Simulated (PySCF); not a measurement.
**C2H9PSSi2 (SMILES C1CS[SiH2]P[SiH2]1): density, localisation and related maps**

| atom | x (Å) | y (Å) | z (Å) |
| --- | --- | --- | --- |
| C | -1.4346 | -0.4954 | -0.1216 |
| C | -1.2697 | 1.0175 | -0.1394 |
| S | -0.0148 | 1.6077 | -1.3423 |
| Si | 1.8236 | 1.1060 | -0.3481 |
| P | 2.0165 | -1.0637 | 0.1538 |
| Si | -0.0818 | -1.4544 | 0.8368 |
| H | -2.3985 | -0.7167 | 0.3416 |
| H | -1.4991 | -0.8495 | -1.1524 |
| H | -1.0054 | 1.4100 | 0.8429 |
| H | -2.1896 | 1.5006 | -0.4703 |
| H | 1.8687 | 1.8635 | 0.9015 |
| H | 2.8345 | 1.5117 | -1.3099 |
| H | 1.8127 | -1.5050 | -1.1393 |
| H | -0.3368 | -2.8873 | 0.6820 |
| H | -0.1301 | -1.0369 | 2.2427 |

Geometry: GFN2-xTB.

The calculation used PySCF 2.14.0, CAM-B3LYP/def2-SVPD, SCF density, gas phase.

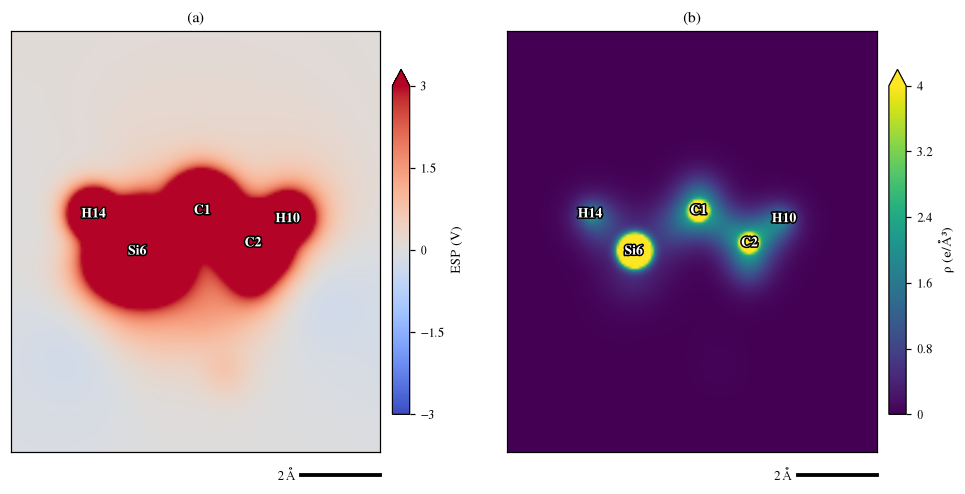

Figure 1. (a) electrostatic potential; (b) electron density on the plane of atoms C1, Si6 and H14.

Read the bonding off the picture.

Answer. The section cuts through C, Si and H sites.
C–C (1.52 Å): ρ at the midpoint is about 1.7 e/Å³.
C–Si (1.92 Å): ρ at the midpoint is about 0.92 e/Å³.
C–H (1.09 Å): the density is about 2 e/Å³ at the midpoint.
The potential has no marked negative region in this plane.

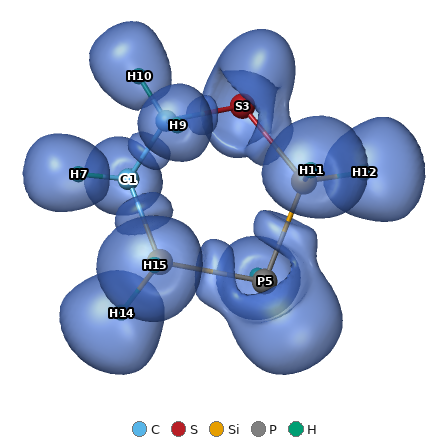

Figure 2. Isosurface of the ELF at 0.8 (blue), seen across its widest extent. Core shells and regions of very low density are left out.

Where are the electrons localised?

Answer. The ELF exceeds this value in one region between bonded C–C atoms (shared pairs), one region between bonded C–S atoms (shared pairs), one region between bonded C–Si atoms (shared pairs), nine regions around hydrogen nuclei, one region on P in which the atom's valence shell and bonds are merged and one region on S in which the atom's valence shell and bonds are merged.


C–C (1.52 Å): the ELF peaks at about 0.95 between the atoms: a shared electron pair. C–S (1.84 Å): the ELF peaks at about 0.90 between the atoms, as expected for localised, covalent bonding.

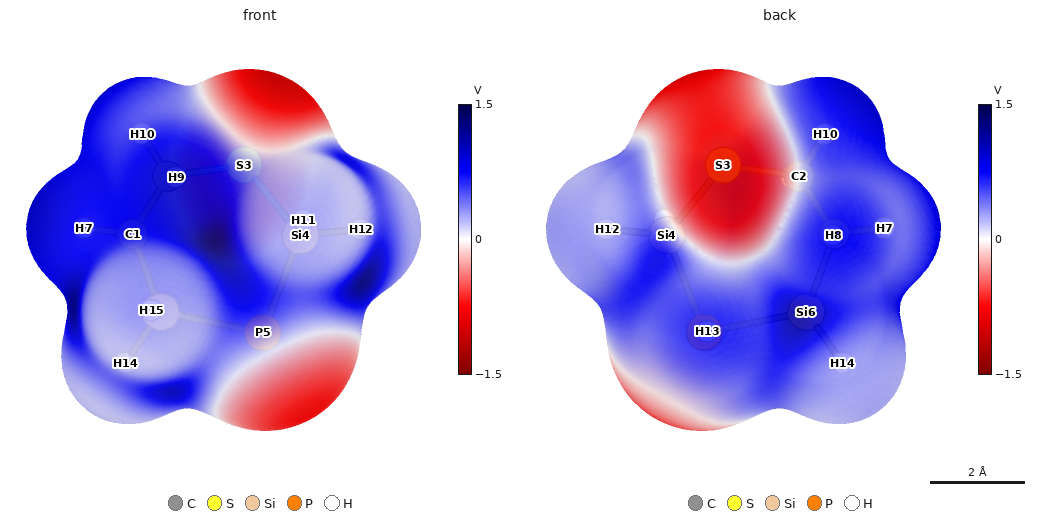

Figure 3. The molecular electrostatic potential painted on the density surface at 0.002 e/bohr³, seen from the front and from behind; the colour scale runs from red (negative) to blue (positive).

Where is the surface potential most negative and most positive?

Answer. The most negative region (about −1.0 V) lies over S3, the most positive (about +1.2 V) over Si4 and Si6.

How polar is the molecule by this calculation?

Answer. Its dipole moment is 1.56 D.
